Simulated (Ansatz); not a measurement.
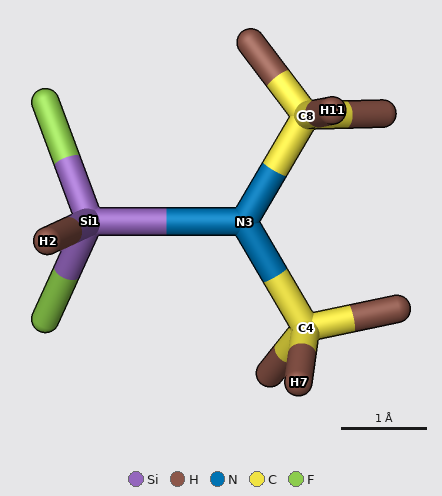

Fig. 1: The structure as given in the input (stick view, seen at a tilt; atoms are numbered from 1 in the order of the input).

# Geometry relaxation, with input and output: C₂H₇F₂NSi (part 1 of 2)

System: C₂H₇F₂NSi.
Method: RKS B3LYP-D4/STO-3G (Ansatz 0.2.0).

It belongs to a series of runs on one base structure; here: start relaxed. Figures and captions count atoms from 1; the log counts them from 0 in places.

## Output
```
The last accepted step is kept in [file] (removed where the run ends without a failure and the disk answers)
Engine: ansatz 0.2.0, aarch64-unknown-linux-gnu
Functional definition: B3LYP
  parameter a0 = 0.2
  parameter ax = 0.72
  parameter ac = 0.81
  exchange = (1 - a0 - ax)*slater_x + ax*b88_x + a0*exact_x
  correlation = (1 - ac)*vwn_rpa_c + ac*lyp_c
606 factors; integrals over basis functions are off by at most 1.2e-5 eV
mean field evaluation 1: about -16771.6434 eV, gradient 2.9e1 eV
mean field evaluation 2: about -16772.3441 eV, gradient 2.7e1 eV
mean field evaluation 4: about -16774.5025 eV, gradient 4.8e-1 eV
mean field evaluation 8: about -16774.4545 eV, gradient 8.4e-3 eV
mean field -16774.45451598 eV, -616.4498333285 hartree, gradient 6.9e-6 eV, S^2 0.000000; 0 other end points of the search recorded, 0 dependent functions left out
the calculation of the forces begins
reference -16774.45470653 eV, -616.4498403313 hartree; 29, 29 occupied and 12, 12 virtual orbitals, 606 factors
relax step   1: F+E_penalty+E_count = -16774.89402019 eV  Δ(F+E_penalty+E_count) = +0.000e0 eV  max|allowed force component| = 3.437e0 eV/Å  Δτ_max = 0.0000 Å  (22 SCF iters, accepted)
these checks for a lower state are left out or cut short: starts, cluster_reference, orbital_swaps, neighbouring_geometries, increment
606 factors; integrals over basis functions are off by at most 1.1e-5 eV
mean field evaluation 16: about -16774.7224 eV, gradient 6.7e-2 eV
mean field -16774.67162286 eV, -616.4578118592 hartree, gradient 2.0e-5 eV, S^2 0.000000; 0 other end points of the search recorded, 0 dependent functions left out
the calculation of the forces begins
reference -16774.67181432 eV, -616.4578188952 hartree; 29, 29 occupied and 12, 12 virtual orbitals, 606 factors
relax step   2: F+E_penalty+E_count = -16775.11024840 eV  Δ(F+E_penalty+E_count) = -2.162e-1 eV  max|allowed force component| = 1.661e0 eV/Å  Δτ_max = 0.0864 Å  (23 SCF iters, accepted)
these checks for a lower state are left out or cut short: starts, cluster_reference, orbital_swaps, neighbouring_geometries, increment
606 factors; integrals over basis functions are off by at most 1.4e-5 eV
mean field -16774.73670382 eV, -616.4602035406 hartree, gradient 1.6e-5 eV, S^2 0.000000; 0 other end points of the search recorded, 0 dependent functions left out
the calculation of the forces begins
reference -16774.73689412 eV, -616.4602105339 hartree; 29, 29 occupied and 12, 12 virtual orbitals, 606 factors
relax step   3: F+E_penalty+E_count = -16775.17681783 eV  Δ(F+E_penalty+E_count) = -6.657e-2 eV  max|allowed force component| = 2.775e-1 eV/Å  Δτ_max = 0.1099 Å  (23 SCF iters, accepted)
these checks for a lower state are left out or cut short: starts, cluster_reference, orbital_swaps, neighbouring_geometries, increment
606 factors; integrals over basis functions are off by at most 1.8e-5 eV
mean field evaluation 32: about -16774.7822 eV, gradient 1.7e-1 eV
mean field -16774.78232090 eV, -616.4618799374 hartree, gradient 1.6e-5 eV, S^2 0.000000; 0 other end points of the search recorded, 0 dependent functions left out
the calculation of the forces begins
reference -16774.78251187 eV, -616.4618869551 hartree; 29, 29 occupied and 12, 12 virtual orbitals, 606 factors
relax step   4: F+E_penalty+E_count = -16775.22316213 eV  Δ(F+E_penalty+E_count) = -4.634e-2 eV  max|allowed force component| = 4.784e-1 eV/Å  Δτ_max = 0.2000 Å  (30 SCF iters, accepted)
these checks for a lower state are left out or cut short: starts, cluster_reference, orbital_swaps, neighbouring_geometries, increment
606 factors; integrals over basis functions are off by at most 2.5e-5 eV
mean field -16774.76961060 eV, -616.4614128423 hartree, gradient 2.2e-5 eV, S^2 0.000000; 0 other end points of the search recorded, 0 dependent functions left out
the calculation of the forces begins
reference -16774.76980072 eV, -616.4614198290 hartree; 29, 29 occupied and 12, 12 virtual orbitals, 606 factors
relax step   5: F+E_penalty+E_count = -16775.21096563 eV  Δ(F+E_penalty+E_count) = +1.220e-2 eV  max|allowed force component| = 8.682e-1 eV/Å  Δτ_max = 0.1988 Å  (23 SCF iters, rejected (line search))
these checks for a lower state are left out or cut short: starts, cluster_reference, orbital_swaps, neighbouring_geometries, increment
606 factors; integrals over basis functions are off by at most 2.2e-5 eV
mean field -16774.80513436 eV, -616.4627183166 hartree, gradient 2.0e-5 eV, S^2 0.000000; 0 other end points of the search recorded, 0 dependent functions left out
the calculation of the forces begins
reference -16774.80532510 eV, -616.4627253261 hartree; 29, 29 occupied and 12, 12 virtual orbitals, 606 factors
relax step   6: F+E_penalty+E_count = -16775.24674003 eV  Δ(F+E_penalty+E_count) = -2.358e-2 eV  max|allowed force component| = 1.762e-1 eV/Å  Δτ_max = 0.0994 Å  (23 SCF iters, accepted)
these checks for a lower state are left out or cut short: starts, cluster_reference, orbital_swaps, neighbouring_geometries, increment
606 factors; integrals over basis functions are off by at most 2.5e-5 eV
mean field -16774.81006542 eV, -616.4628995296 hartree, gradient 1.8e-5 eV, S^2 0.000000; 0 other end points of the search recorded, 0 dependent functions left out
the calculation of the forces begins
reference -16774.81025488 eV, -616.4629064922 hartree; 29, 29 occupied and 12, 12 virtual orbitals, 606 factors
relax step   7: F+E_penalty+E_count = -16775.25217293 eV  Δ(F+E_penalty+E_count) = -5.433e-3 eV  max|allowed force component| = 5.128e-2 eV/Å  Δτ_max = 0.0629 Å  (24 SCF iters, accepted)
these checks for a lower state are left out or cut short: starts, cluster_reference, orbital_swaps, neighbouring_geometries, increment
606 factors; integrals over basis functions are off by at most 2.4e-5 eV
mean field evaluation 64: about -16774.8075 eV, gradient 1.7e-5 eV
mean field -16774.80745679 eV, -616.4628036642 hartree, gradient 1.7e-5 eV, S^2 0.000000; 0 other end points of the search recorded, 0 dependent functions left out
the calculation of the forces begins
reference -16774.80764611 eV, -616.4628106216 hartree; 29, 29 occupied and 12, 12 virtual orbitals, 606 factors
relax step   8: F+E_penalty+E_count = -16775.24945847 eV  Δ(F+E_penalty+E_count) = +2.714e-3 eV  max|allowed force component| = 2.384e-1 eV/Å  Δτ_max = 0.0275 Å  (25 SCF iters, rejected (line search))
these checks for a lower state are left out or cut short: starts, cluster_reference, orbital_swaps, neighbouring_geometries, increment
606 factors; integrals over basis functions are off by at most 2.5e-5 eV
mean field -16774.81045545 eV, -616.4629138630 hartree, gradient 1.7e-5 eV, S^2 0.000000; 0 other end points of the search recorded, 0 dependent functions left out
the calculation of the forces begins
reference -16774.81064478 eV, -616.4629208208 hartree; 29, 29 occupied and 12, 12 virtual orbitals, 606 factors
relax step   9: F+E_penalty+E_count = -16775.25251500 eV  Δ(F+E_penalty+E_count) = -3.421e-4 eV  max|allowed force component| = 2.525e-2 eV/Å  Δτ_max = 0.0135 Å  (25 SCF iters, accepted)
these checks for a lower state are left out or cut short: starts, cluster_reference, orbital_swaps, neighbouring_geometries, increment
606 factors; integrals over basis functions are off by at most 2.5e-5 eV
mean field -16774.81037514 eV, -616.4629109115 hartree, gradient 1.7e-5 eV, S^2 0.000000; 0 other end points of the search recorded, 0 dependent functions left out
the calculation of the forces begins
reference -16774.81056440 eV, -616.4629178666 hartree; 29, 29 occupied and 12, 12 virtual orbitals, 606 factors
relax step  10: F+E_penalty+E_count = -16775.25259366 eV  Δ(F+E_penalty+E_count) = -7.866e-5 eV  max|allowed force component| = 2.344e-2 eV/Å  Δτ_max = 0.0196 Å  (25 SCF iters, accepted)
these checks for a lower state are left out or cut short: starts, cluster_reference, orbital_swaps, neighbouring_geometries, increment
606 factors; integrals over basis functions are off by at most 2.5e-5 eV
mean field -16774.81051392 eV, -616.4629160117 hartree, gradient 2.3e-5 eV, S^2 0.000000; 0 other end points of the search recorded, 0 dependent functions left out
the calculation of the forces begins
reference -16774.81070318 eV, -616.4629229668 hartree; 29, 29 occupied and 12, 12 virtual orbitals, 606 factors
relax step  11: F+E_penalty+E_count = -16775.25263065 eV  Δ(F+E_penalty+E_count) = -3.699e-5 eV  max|allowed force component| = 5.854e-3 eV/Å  Δτ_max = 0.0039 Å  (19 SCF iters, accepted)
606 factors; integrals over basis functions are off by at most 2.5e-5 eV
mean field evaluation 96: about -16774.8105 eV, gradient 9.5e-4 eV
```

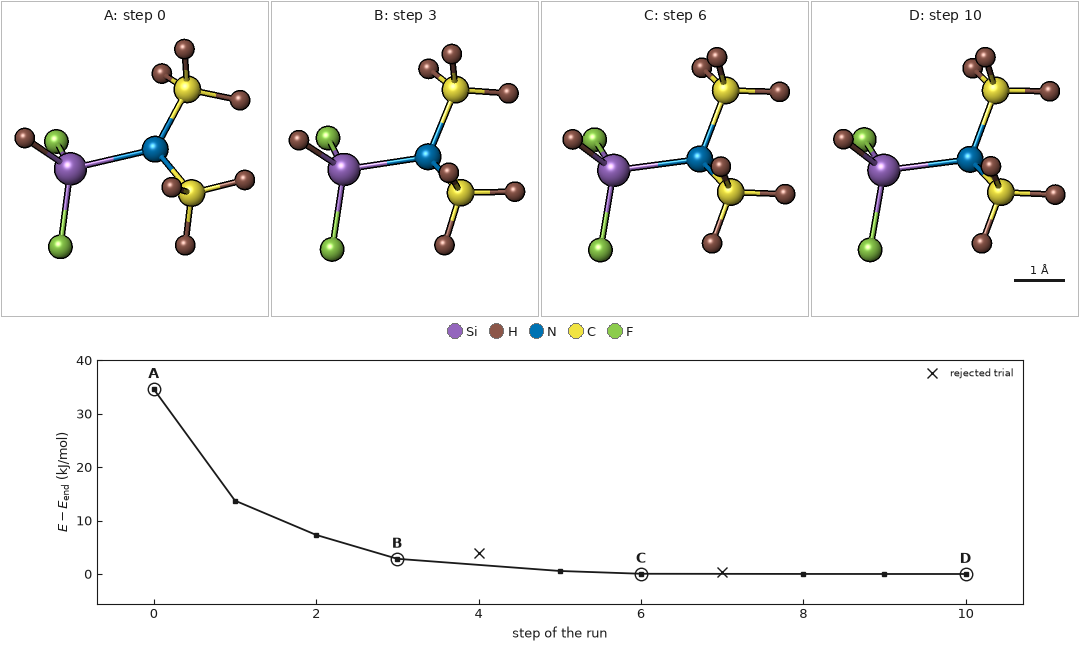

Fig. 2: Frames of the relaxation (ball-and-stick view, seen at a tilt) above the curves, on which the letters mark them (the first geometry is step 0 here and step 1 in the log).

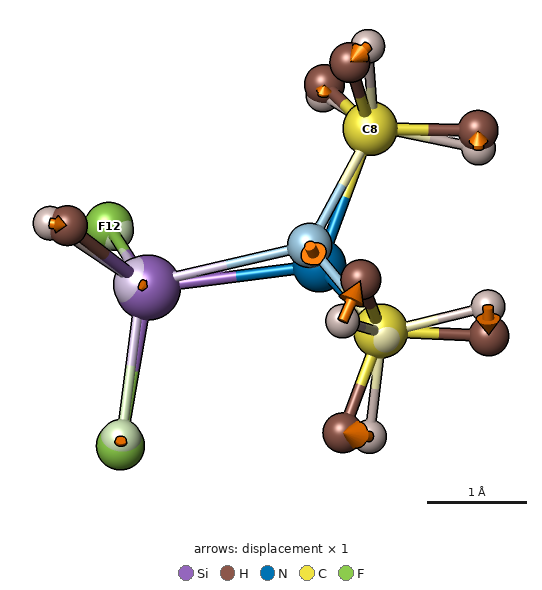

Fig. 3: Start (faint) and end (solid) with the displacements as orange arrows, at true length (ball-and-stick view, seen at a tilt). The two geometries are laid on each other by the best rigid fit. Over 10 geometry steps the energy falls by 34.6 kJ/mol. Largest force component: 3.4 eV/Å at the start, 0.0059 eV/Å at the end. The line search rejected the trial steps at points 4, 7 (counted from 0) and went back. H7 moves most after the best rigid fit: 0.47 Å. By element the largest moves are H 0.47 Å, N 0.39 Å, F 0.09 Å, Si 0.09 Å, C 0.05 Å. Among the contacts that change: Si1–N3 1.820 → 1.767 Å, Si1–F12 1.589 → 1.631 Å, N3–C4 1.470 → 1.495 Å, C4–H5 1.110 → 1.105 Å. Among the angles that change: C4–N3–C8 120.0° → 111.4°, H2–Si1–N3 109.5° → 114.7°, N3–C8–H11 109.5° → 113.8°. (Atoms are counted from 1 in the order of the input.)

```
mean field -16774.81051392 eV, -616.4629160117 hartree, gradient 2.3e-5 eV, S^2 0.000000; 1 other end points of the search recorded, 0 dependent functions left out
the calculation of the forces begins
reference -16774.81070318 eV, -616.4629229668 hartree; 29, 29 occupied and 12, 12 virtual orbitals, 606 factors
Total energy: -16775.25281991 eV, -616.4791704569 hartree
Atom 0 at     0.022308    -0.004394    -0.081395 Å, force    -0.000123    -0.000917    -0.000947 eV/Å
Atom 1 at     0.154047    -0.057099     1.372344 Å, force    -0.000255     0.000284    -0.000346 eV/Å
Atom 2 at     1.554454     0.010143    -0.961652 Å, force     0.005220    -0.000898    -0.002351 eV/Å
Atom 3 at     2.381136    -1.232123    -0.872347 Å, force    -0.005441     0.005854     0.001117 eV/Å
Atom 4 at     1.730826    -2.113592    -1.017772 Å, force    -0.000449    -0.000394    -0.000037 eV/Å
Atom 5 at     3.147290    -1.234014    -1.670375 Å, force    -0.000726     0.000380     0.000284 eV/Å
Atom 6 at     2.911801    -1.350707     0.099118 Å, force     0.000974    -0.000200    -0.000030 eV/Å
Atom 7 at     2.394370     1.237008    -0.807497 Å, force    -0.001624    -0.003356     0.000110 eV/Å
Atom 8 at     3.158430     1.274646    -1.606702 Å, force    -0.001109    -0.000803     0.000979 eV/Å
Atom 9 at     1.752789     2.131651    -0.902446 Å, force    -0.001322    -0.000010     0.000053 eV/Å
Atom 10 at     2.928837     1.296880     0.167249 Å, force     0.001042     0.000559     0.000369 eV/Å
Atom 11 at    -0.783253     1.349846    -0.504063 Å, force     0.002460     0.000051     0.000398 eV/Å
Atom 12 at    -0.811935    -1.308345    -0.596163 Å, force     0.001353    -0.000550     0.000401 eV/Å
Dipole moment:     0.164205    -0.008203     0.232426 e Å
```
